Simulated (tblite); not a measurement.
**Run report: C5H9Ge, frequency calculation**

C5H9Ge, multiplicity 2, computed with GFN2-xTB harmonic vibrations, gas phase (tblite 0.8.0).

It belongs to a series of runs on one base structure; here: H removed from sp3 C.

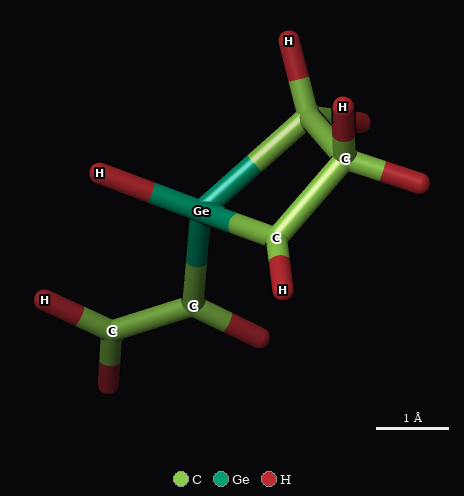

**Figure 1.** The input geometry (stick view, seen at a tilt). Sticks mark near contacts. Bond lengths as drawn: C–C 1.32 to 1.54 Å, C–Ge 1.93 to 2.01 Å, C–H 1.08 to 1.10 Å and Ge–H 1.53 Å.

### Key numbers

- outcome: converged
- total energy: −463.9980 eV
- zero-point energy: 71.6080 kcal/mol
- hardware: 1 CPU thread, shared host
- peak memory: 0.18 GiB

### Input file
```
{"job": {"kind": "ir", "xc": "GFN2-xTB", "basis": "xTB"}, "charge": 0, "multiplicity": 2}
C      3.080750     0.012947    -0.425226
C      1.898552    -0.196181     0.126423
Ge     0.192278     0.175696    -0.783924
C     -1.219909    -1.137345    -0.753313
C     -2.184524    -0.283995    -0.005115
C     -1.338865     0.983224     0.236723
H      4.008435    -0.206149     0.082832
H      3.170001     0.418695    -1.421197
H      1.832859    -0.608444     1.124736
H      0.540914     0.794873    -2.135799
H     -1.423061    -2.159840    -1.025554
H     -2.531992    -0.751445     0.923433
H     -3.087410    -0.075059    -0.590894
H     -1.790735     1.882458    -0.174769
H     -1.151706     1.158555     1.294075
```

The first line tells a small driver script what to run in tblite; the rest is the geometry in Å.

Launched with:
```bash
OMP_NUM_THREADS=1 python <driver script> task.json out
```

### The program's output
```
mode    cm-1     km/mol
  1      55.8      0.05
  2      63.1      0.02
  3     125.3      0.57
  4     149.2      3.39
  5     270.2      5.54
  6     300.1     37.57
  7     425.6     13.11
  8     473.5      7.21
  9     517.0     75.96
 10     539.9     78.68
 11     590.8     74.48
 12     642.9     73.62
 13     688.0     59.83
 14     754.3     10.50
 15     823.0     24.33
 16     905.9     16.27
 17     962.3      2.18
 18     983.3     13.47
 19    1019.8     15.22
 20    1020.2      2.22
 21    1043.9      0.98
 22    1128.1      5.95
 23    1161.3      1.79
 24    1190.6     15.06
 25    1232.9     12.45
 26    1263.4      0.88
 27    1397.6      2.84
 28    1443.8      6.45
 29    1463.9      2.52
 30    1650.4      8.31
 31    1791.7    476.19
 32    2866.2     26.24
 33    2909.6     55.78
 34    2991.1     48.18
 35    3003.2     39.61
 36    3029.7     38.01
 37    3061.0     37.41
 38    3066.4     73.81
 39    3085.3     44.62
```

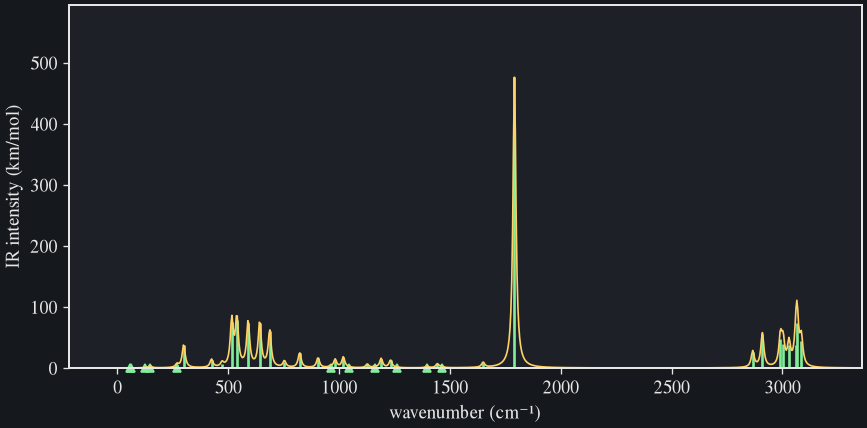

**Figure 2.** Harmonic infrared spectrum, unscaled: sticks (degenerate modes added up, dark ones marked on the axis) with a Lorentzian envelope of 16 cm⁻¹ full width, scaled to the tallest stick. 39 modes from 56 to 3085 cm⁻¹, none imaginary. The strongest line is at 1792 cm⁻¹ (476 km/mol).
